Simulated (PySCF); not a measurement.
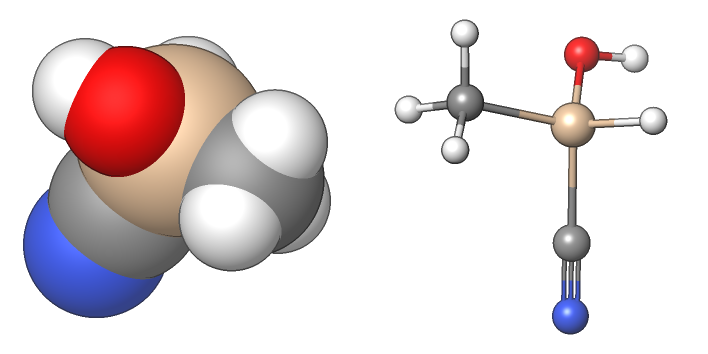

The same structure drawn twice, from different directions. Colours: carbon grey, silicon light orange, oxygen red, nitrogen blue, hydrogen white.

The computed structure is the end point of a PBE0-D3(BJ)/def2-SVP optimisation. No frequency run is at hand to confirm it as a minimum.

Which formula does it have?

C2H5NOSi, 10 atoms: 2 carbon, 5 hydrogen, 1 nitrogen, 1 oxygen and 1 silicon.

What is the point group of this geometry?

C1.

Write the SMILES.

C[Si@H](O)C#N

How many atoms are distinct by symmetry?

10: 1 C, 1 Si, 1 O, 1 C, 1 N, 1 H, 1 H, 1 H, 1 H, 1 H.

Count the bonded pairs by element.

3 C–H, 2 C–Si, 1 O–Si, 1 C–N, 1 Si–H, 1 O–H.

More results for the same structure follow; atom numbers are the same in all pictures, views and colours differ.

## Shape

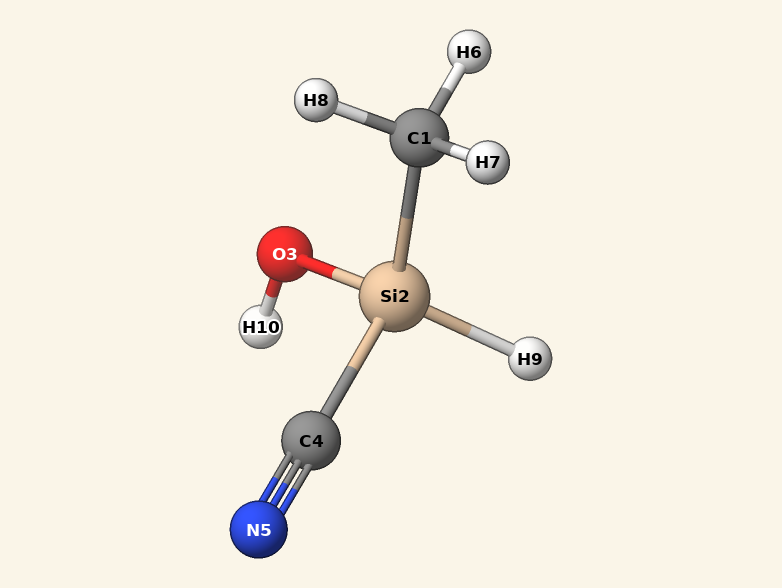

Numbered structure. No frequency run is at hand to confirm it as a minimum.

What are the angles Si2–C1–H6, Si2–C1–H7, Si2–C1–H8, C1–Si2–O3, C1–Si2–C4, C1–Si2–H9, O3–Si2–C4, O3–Si2–H9, C4–Si2–H9, Si2–O3–H10, Si2–C4–N5?

| angle | degrees |
| --- | --- |
| Si2–C1–H6 | 110.1 |
| Si2–C1–H7 | 110.8 |
| Si2–C1–H8 | 110.2 |
| C1–Si2–O3 | 108.3 |
| C1–Si2–C4 | 108.8 |
| C1–Si2–H9 | 113.8 |
| O3–Si2–C4 | 108.7 |
| O3–Si2–H9 | 112.1 |
| C4–Si2–H9 | 105.0 |
| Si2–O3–H10 | 118.0 |
| Si2–C4–N5 | 179.6 |

## Excitation

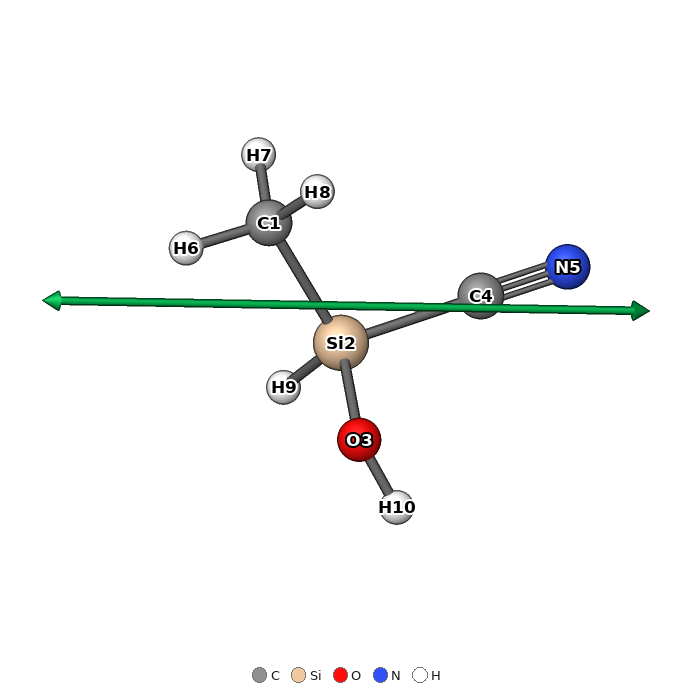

The double arrow shows the direction of the transition dipole to excited singlet state 7 (its length means nothing). No frequency run is at hand to confirm it as a minimum. Level of theory: TDDFT B3LYP/def2-SVPD, vertical, gas phase, core orbitals frozen in the response (PySCF 2.14.0).

How is the transition polarised?

Close to the long direction C1···N5.

Give its energy, strength and character.

8.03 eV (154 nm), oscillator strength 0.11, of mixed character, with the largest part HOMO−3 → LUMO+1 (weight 0.41); transition dipole 1.87 D.

## NMR shielding

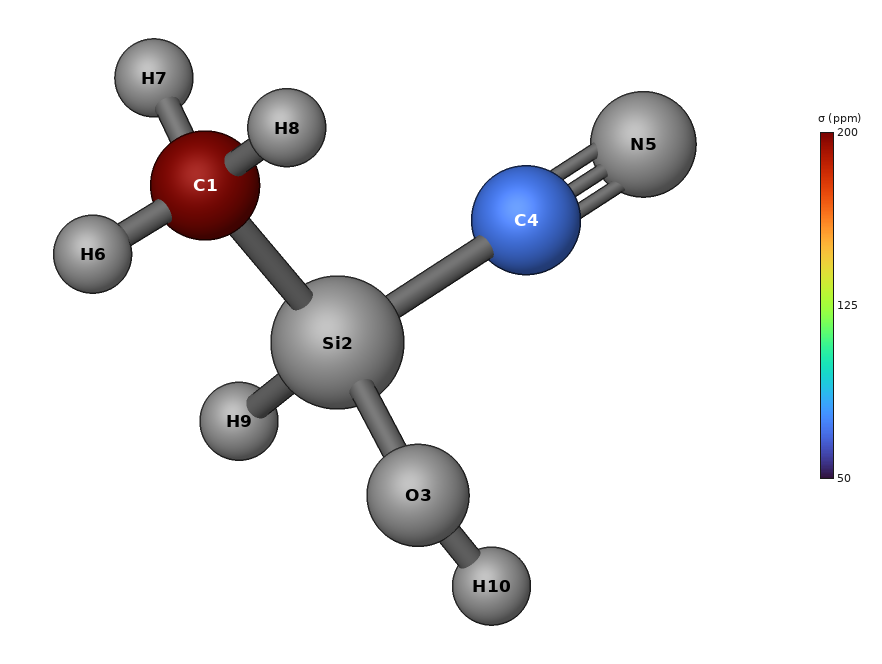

Atoms are coloured by their isotropic NMR shieldings (C only, the others grey). No frequency run is at hand to confirm it as a minimum. Method: GIAO PBE0/aug-cc-pVDZ NMR shielding, non-relativistic, gas phase (PySCF 2.14.0).

List the isotropic NMR shieldings of the C atoms.

```tsv
atom	σ (ppm)
C1	198.0
C4	72.3
```

## Quadrupole coupling

No frequency run is at hand to confirm it as a minimum. Electric field gradients from the ground-state density, PBE0/cc-pVTZ (PySCF 2.14.0), non-relativistic apart from any core potentials.

Give the largest field-gradient component, the quadrupole coupling constant and the asymmetry for 17O at O3 (Q = −25.6 mb), 14N at N5 (Q = 20.44 mb), 2H at H6 (Q = 2.86 mb), 2H at H7 (Q = 2.86 mb).

```
atom  V_zz (a.u.)  e²qQ/h (MHz)     η
  O3        1.366         −8.22  0.62
  N5       −1.142         −5.48  0.04
  H6        0.281         0.189  0.02
  H7        0.281         0.189  0.02
```
